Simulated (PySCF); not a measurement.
# [La(NH3)6]3+: other functionals and bases at one geometry

Aim: see how levels, charges and forces of [La(NH3)6]3+ depend on the level of theory. The species was built from a template and needn't be a known compound.

The runs use PySCF 2.14.0; several levels, as the steps say, no spin–orbit coupling.

4 further runs of the same task are left out: 2 for a known fault of the program, 2 that didn't finish.

## (1) The starting structure

25 atoms, charge 3, spin multiplicity 1.

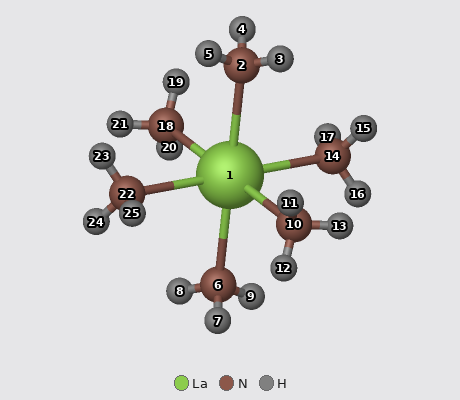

The geometry (lanthanum green, nitrogen brown, hydrogen grey); atoms are numbered from 1 in the order of the file.

As a file:

```xyz
25
H18LaN6
La    0.0000    0.0000    0.0000
N     0.0046    0.0070    2.7112
H     0.8093    0.4728    3.1553
H    -0.7985    0.4716    3.1593
H     0.0065   -0.9200    3.1609
N    -0.0046   -0.0070   -2.7112
H     0.7985   -0.4716   -3.1593
H    -0.8093   -0.4728   -3.1553
H    -0.0065    0.9200   -3.1609
N     2.7108   -0.0012    0.0020
H     3.1573   -0.4644    0.8069
H     3.1606   -0.4639   -0.8011
H     3.1559    0.9282    0.0023
N     0.0012    2.7108    0.0059
H     0.4530    3.1551    0.8185
H     0.4754    3.1628   -0.7894
H    -0.9281    3.1559   -0.0046
N    -2.7108    0.0012   -0.0020
H    -3.1606    0.4639    0.8011
H    -3.1573    0.4644   -0.8069
H    -3.1559   -0.9282   -0.0023
N    -0.0012   -2.7108   -0.0059
H    -0.4754   -3.1628    0.7894
H    -0.4530   -3.1551   -0.8185
H     0.9281   -3.1559    0.0046
```

Formal oxidation states: La +3. An earlier session relaxed this geometry at r2SCAN, La def2-SVP with ECP46, N def2-SVP, H def2-SVP (singlet, point group Ci).

At r2SCAN on the finer grid: E = -369.746513 Eh, HOMO -19.45 eV, LUMO -13.31 eV, Mulliken charge on La1 +1.49 e, largest force component 0.021 eV/Å. 

Levels to run: TPSS; B3LYP; revPBE; PBE0; r2SCAN, TZVP. Hardware: 4 threads of Arm Neoverse N1, shared host.

## (2) TPSS

File run.py (the lines that set the calculation):

```python
mol = gto.M(atom='''
La     0.00000     0.00000     0.00000
N      0.00462     0.00700     2.71119
H      0.80926     0.47281     3.15533
H     -0.79847     0.47156     3.15934
H      0.00654    -0.92003     3.16093
N     -0.00462    -0.00700    -2.71119
H      0.79847    -0.47156    -3.15934
H     -0.80926    -0.47281    -3.15533
H     -0.00654     0.92003    -3.16093
N      2.71077    -0.00116     0.00202
H      3.15729    -0.46440     0.80688
H      3.16060    -0.46395    -0.80112
H      3.15586     0.92817     0.00231
N      0.00121     2.71077     0.00590
H      0.45301     3.15505     0.81846
H      0.47539     3.16276    -0.78941
H     -0.92807     3.15588    -0.00464
N     -2.71077     0.00116    -0.00202
H     -3.16060     0.46395     0.80112
H     -3.15729     0.46440    -0.80688
H     -3.15586    -0.92817    -0.00231
N     -0.00121    -2.71077    -0.00590
H     -0.47539    -3.16276     0.78941
H     -0.45301    -3.15505    -0.81846
H      0.92807    -3.15588     0.00464''',
    basis={'La': 'def2-SVP', 'N': 'def2-SVP', 'H': 'def2-SVP'},
    ecp={'La': 'def2-SVP'},
    charge=3, spin=0)
mf = dft.RKS(mol, xc='TPSS')
mf.grids.atom_grid = (75, 302)  # f atoms: unpruned, at least (60, 302)
mf = mf.density_fit()  # fitting sets: La def2-universal-JKFIT, N def2-universal-JKFIT, H def2-universal-JKFIT
mf.conv_tol = 1e-08; mf.max_cycle = 55
mf.kernel(dm0)  # dm0: the density of the relaxed state
```

Started as:

```console
$ OMP_NUM_THREADS=4 python run.py
```

What it wrote:

```text
init E= -369.974474990751
  HOMO = -0.70482316025011  LUMO = -0.489640074513927  gap/eV = 5.85543
cycle= 1 E= -369.977795815616  delta_E= -0.00332  |g|= 0.013  |ddm|= 0.198
  HOMO = -0.707746694667488  LUMO = -0.490315807009003  gap/eV = 5.91660
cycle= 2 E= -369.977749045469  delta_E= 4.68e-05  |g|= 0.0197  |ddm|= 0.0292
  HOMO = -0.706367686974912  LUMO = -0.490209743405921  gap/eV = 5.88196
cycle= 3 E= -369.977834287518  delta_E= -8.52e-05  |g|= 0.00107  |ddm|= 0.016
  HOMO = -0.70635549257653  LUMO = -0.490135334810495  gap/eV = 5.88365
cycle= 4 E= -369.977834537027  delta_E= -2.5e-07  |g|= 0.000198  |ddm|= 0.00151
  HOMO = -0.70637249554973  LUMO = -0.490173706376133  gap/eV = 5.88307
cycle= 5 E= -369.97783454661  delta_E= -9.58e-09  |g|= 4.36e-05  |ddm|= 0.000272
  HOMO = -0.706368668190771  LUMO = -0.490155309545866  gap/eV = 5.88347
Extra cycle  E= -369.977834546645  delta_E= -3.55e-11  |g|= 4.37e-05  |ddm|= 0.000167
converged SCF energy = -369.977834546645
```

Wall time 41 s (4 threads of Arm Neoverse N1, shared host).

Result: E = -369.977835 Eh, HOMO -19.22 eV, LUMO -13.34 eV, Mulliken charge on La1 +1.43 e, largest force component 0.218 eV/Å. 

## (3) B3LYP

run.py (the lines that set the calculation): that of step 2 with these lines changed.

```diff
@@ -29,3 +29,3 @@
     charge=3, spin=0)
-mf = dft.RKS(mol, xc='TPSS')
+mf = dft.RKS(mol, xc='B3LYP')
 mf.grids.atom_grid = (75, 302)  # f atoms: unpruned, at least (60, 302)
```

Started as:

```console
$ OMP_NUM_THREADS=4 python run.py
```

What it wrote:

```text
init E= -369.949751573343
  HOMO = -0.748112400254462  LUMO = -0.471140474436598  gap/eV = 7.53679
cycle= 1 E= -369.952779819202  delta_E= -0.00303  |g|= 0.0361  |ddm|= 0.243
  HOMO = -0.745584998941483  LUMO = -0.47602750924649  gap/eV = 7.33503
cycle= 2 E= -369.95250268708  delta_E= 0.000277  |g|= 0.0513  |ddm|= 0.0745
  HOMO = -0.748917676496659  LUMO = -0.475405223021323  gap/eV = 7.44265
cycle= 3 E= -369.953074675997  delta_E= -0.000572  |g|= 0.00116  |ddm|= 0.0393
  HOMO = -0.748662787943564  LUMO = -0.474848290468511  gap/eV = 7.45087
cycle= 4 E= -369.953075088143  delta_E= -4.12e-07  |g|= 0.000492  |ddm|= 0.00296
  HOMO = -0.748715973546927  LUMO = -0.474983015666018  gap/eV = 7.44865
cycle= 5 E= -369.953075165626  delta_E= -7.75e-08  |g|= 2.2e-05  |ddm|= 0.000915
  HOMO = -0.748720099278674  LUMO = -0.474991967882779  gap/eV = 7.44852
cycle= 6 E= -369.953075165792  delta_E= -1.67e-10  |g|= 4.14e-06  |ddm|= 5e-05
  HOMO = -0.748720427949915  LUMO = -0.474991402718352  gap/eV = 7.44855
Extra cycle  E= -369.953075165795  delta_E= -2.84e-12  |g|= 4.22e-06  |ddm|= 8.76e-06
converged SCF energy = -369.953075165795
```

Run time: 28 s. Hardware: 4 threads of Arm Neoverse N1, shared host.

It gives: E = -369.953075 Eh, HOMO -20.37 eV, LUMO -12.93 eV, Mulliken charge on La1 +1.45 e, largest force component 0.094 eV/Å. 

## (4) revPBE

run.py (the lines that set the calculation): that of step 3 with these lines changed.

```diff
@@ -29,3 +29,3 @@
     charge=3, spin=0)
-mf = dft.RKS(mol, xc='B3LYP')
+mf = dft.RKS(mol, xc='PBE_R,PBE')
 mf.grids.atom_grid = (75, 302)  # f atoms: unpruned, at least (60, 302)
```

Started as:

```console
$ OMP_NUM_THREADS=4 python run.py
```

What it wrote:

```text
init E= -369.862607320721
  HOMO = -0.697197759677412  LUMO = -0.494750556630547  gap/eV = 5.50887
cycle= 1 E= -369.865125977417  delta_E= -0.00252  |g|= 0.0337  |ddm|= 0.342
  HOMO = -0.702921600535922  LUMO = -0.492099574795191  gap/eV = 5.73676
cycle= 2 E= -369.864632322361  delta_E= 0.000494  |g|= 0.0587  |ddm|= 0.0949
  HOMO = -0.699671417171439  LUMO = -0.49305517240647  gap/eV = 5.62231
cycle= 3 E= -369.865411070977  delta_E= -0.000779  |g|= 0.00235  |ddm|= 0.0488
  HOMO = -0.699867953813434  LUMO = -0.493751340406451  gap/eV = 5.60872
cycle= 4 E= -369.865412856654  delta_E= -1.79e-06  |g|= 0.000603  |ddm|= 0.00769
  HOMO = -0.699795733260548  LUMO = -0.493580841064111  gap/eV = 5.61139
cycle= 5 E= -369.86541299851  delta_E= -1.42e-07  |g|= 0.000101  |ddm|= 0.00119
  HOMO = -0.699796565141591  LUMO = -0.493586349723946  gap/eV = 5.61127
cycle= 6 E= -369.865413000843  delta_E= -2.33e-09  |g|= 7.29e-06  |ddm|= 8.65e-05
  HOMO = -0.699795871876963  LUMO = -0.493587669605875  gap/eV = 5.61121
Extra cycle  E= -369.865413000831  delta_E= 1.18e-11  |g|= 1.07e-05  |ddm|= 1.83e-05
converged SCF energy = -369.865413000831
```

It took 26 s on 4 threads of Arm Neoverse N1, shared host.

Result: E = -369.865413 Eh, HOMO -19.04 eV, LUMO -13.43 eV, Mulliken charge on La1 +1.38 e, largest force component 0.289 eV/Å. 

## (5) PBE0

run.py (the lines that set the calculation): that of step 4 with these lines changed.

```diff
@@ -29,3 +29,3 @@
     charge=3, spin=0)
-mf = dft.RKS(mol, xc='PBE_R,PBE')
+mf = dft.RKS(mol, xc='PBE0')
 mf.grids.atom_grid = (75, 302)  # f atoms: unpruned, at least (60, 302)
```

Started as:

```console
$ OMP_NUM_THREADS=4 python run.py
```

What it wrote:

```text
init E= -369.536892280304
  HOMO = -0.758459745801713  LUMO = -0.464246752036904  gap/eV = 8.00594
cycle= 1 E= -369.53831414528  delta_E= -0.00142  |g|= 0.00868  |ddm|= 0.116
  HOMO = -0.759871773414437  LUMO = -0.467281314266212  gap/eV = 7.96179
cycle= 2 E= -369.538331290796  delta_E= -1.71e-05  |g|= 0.00452  |ddm|= 0.0283
  HOMO = -0.759073622451365  LUMO = -0.465914312258552  gap/eV = 7.97727
cycle= 3 E= -369.538336654638  delta_E= -5.36e-06  |g|= 0.00134  |ddm|= 0.008
  HOMO = -0.759221790588608  LUMO = -0.465929217657499  gap/eV = 7.98090
cycle= 4 E= -369.538336957009  delta_E= -3.02e-07  |g|= 0.000558  |ddm|= 0.00125
  HOMO = -0.759215070171789  LUMO = -0.466003632458552  gap/eV = 7.97869
cycle= 5 E= -369.538337035573  delta_E= -7.86e-08  |g|= 2.37e-05  |ddm|= 0.000676
  HOMO = -0.759215112781878  LUMO = -0.466005987097403  gap/eV = 7.97863
cycle= 6 E= -369.538337035713  delta_E= -1.4e-10  |g|= 2.42e-06  |ddm|= 4.89e-05
  HOMO = -0.7592147082645  LUMO = -0.466004738796099  gap/eV = 7.97865
Extra cycle  E= -369.538337035715  delta_E= -1.82e-12  |g|= 8.4e-07  |ddm|= 6.61e-06
converged SCF energy = -369.538337035715
```

It took 28 s on 4 threads of Arm Neoverse N1, shared host.

Read off: E = -369.538337 Eh, HOMO -20.66 eV, LUMO -12.68 eV, Mulliken charge on La1 +1.50 e, largest force component 0.098 eV/Å. 

## (6) r2SCAN, TZVP

Basis: La def2-TZVP with ECP46, N def2-TZVP, H def2-TZVP. 

run.py (the lines that set the calculation): that of step 5 with these lines changed.

```diff
@@ -26,6 +26,6 @@
 H      0.92807    -3.15588     0.00464''',
-    basis={'La': 'def2-SVP', 'N': 'def2-SVP', 'H': 'def2-SVP'},
-    ecp={'La': 'def2-SVP'},
+    basis={'La': 'def2-TZVP', 'N': 'def2-TZVP', 'H': 'def2-TZVP'},
+    ecp={'La': 'def2-TZVP'},
     charge=3, spin=0)
-mf = dft.RKS(mol, xc='PBE0')
+mf = dft.RKS(mol, xc='R2SCAN')
 mf.grids.atom_grid = (75, 302)  # f atoms: unpruned, at least (60, 302)
@@ -33,2 +33,2 @@
 mf.conv_tol = 1e-08; mf.max_cycle = 55
-mf.kernel(dm0)  # dm0: the density of the relaxed state
+mf.kernel(dm0)  # dm0: free metal ions and neutral atoms
```

Started as:

```console
$ OMP_NUM_THREADS=4 python run.py
```

What it wrote:

```text
init E= -362.626174685111
  HOMO = -0.977151332958817  LUMO = -0.655469526246993  gap/eV = 8.75341
cycle= 1 E= -368.836412609324  delta_E= -6.21  |g|= 2.62  |ddm|= 2.95
  HOMO = -0.463693487224752  LUMO = -0.409565404559018  gap/eV = 1.47290
cycle= 2 E= -366.977322703851  delta_E= 1.86  |g|= 3.64  |ddm|= 3.44
  HOMO = -0.732402220709646  LUMO = -0.470687497383733  gap/eV = 7.12162
cycle= 3 E= -370.117025794578  delta_E= -3.14  |g|= 0.285  |ddm|= 2.57
  HOMO = -0.723847365344297  LUMO = -0.508033473577585  gap/eV = 5.87260
cycle= 4 E= -370.136668182938  delta_E= -0.0196  |g|= 0.0799  |ddm|= 0.366
  HOMO = -0.716140129738379  LUMO = -0.488701433445981  gap/eV = 6.18892
cycle= 5 E= -370.138749746022  delta_E= -0.00208  |g|= 0.0076  |ddm|= 0.12
  HOMO = -0.717499022591658  LUMO = -0.490681292530592  gap/eV = 6.17202
cycle= 6 E= -370.138765585032  delta_E= -1.58e-05  |g|= 0.000398  |ddm|= 0.00823
  HOMO = -0.717537080555935  LUMO = -0.490684214052727  gap/eV = 6.17298
cycle= 7 E= -370.13876560575  delta_E= -2.07e-08  |g|= 0.000316  |ddm|= 0.000741
  HOMO = -0.717543346834688  LUMO = -0.49068159241066  gap/eV = 6.17322
cycle= 8 E= -370.138765625227  delta_E= -1.95e-08  |g|= 6.64e-05  |ddm|= 0.000196
  HOMO = -0.717543413720882  LUMO = -0.490680651538203  gap/eV = 6.17325
cycle= 9 E= -370.138765626133  delta_E= -9.06e-10  |g|= 7.97e-06  |ddm|= 5.84e-05
  HOMO = -0.717544344013076  LUMO = -0.490683132116822  gap/eV = 6.17321
Extra cycle  E= -370.138765626139  delta_E= -6.48e-12  |g|= 6.14e-06  |ddm|= 1.88e-05
converged SCF energy = -370.138765626139
```

Run time: 2.2 min. Hardware: 4 threads of Arm Neoverse N1, shared host.

Read off: E = -370.138766 Eh, HOMO -19.53 eV, LUMO -13.35 eV, Mulliken charge on La1 +1.96 e, largest force component 0.422 eV/Å. 

## (7) Results

| level | state | HOMO (eV) | gap (eV) | charge on La1 (e) | dipole (D) | largest force component (eV/Å) | basis functions | time |
| --- | --- | --- | --- | --- | --- | --- | --- | --- |
| r2SCAN (relaxed here) | singlet | -19.45 | 6.13 | 1.49 | 0.00 | 0.02 | 206 | 38 s |
| TPSS | singlet | -19.22 | 5.88 | 1.43 | 0.00 | 0.22 | 206 | 41 s |
| B3LYP | singlet | -20.37 | 7.45 | 1.45 | 0.00 | 0.09 | 206 | 28 s |
| revPBE | singlet | -19.04 | 5.61 | 1.38 | 0.00 | 0.29 | 206 | 26 s |
| PBE0 | singlet | -20.66 | 7.98 | 1.50 | 0.00 | 0.10 | 206 | 28 s |
| r2SCAN, TZVP | singlet | -19.53 | 6.17 | 1.96 | 0.00 | 0.42 | 334 | 2.2 min |

Times are on 4 threads of Arm Neoverse N1, shared host; the first row also made further properties. The dipole of a charged species depends on the origin, so these sizes hold for this origin alone.

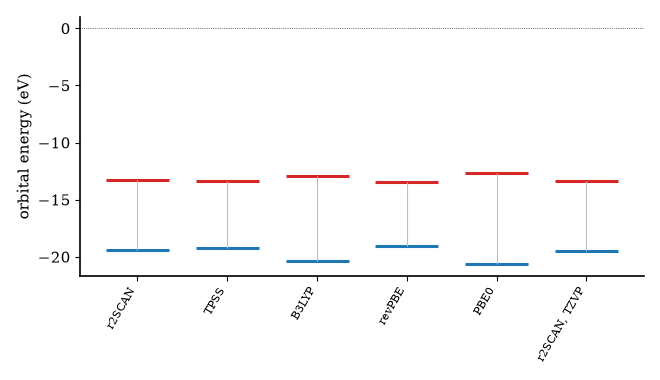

Highest filled and lowest empty level, method by method.

In one basis the HOMO–LUMO gap runs from 5.61 eV (revPBE) to 7.98 eV (PBE0). The largest leftover force, 0.42 eV/Å with r2SCAN, TZVP, stands at a geometry relaxed at another level. The Mulliken charge on La spans +1.38 to +1.96 e over the levels. Total energies of different levels can't be compared. Spin–orbit coupling is left out throughout.
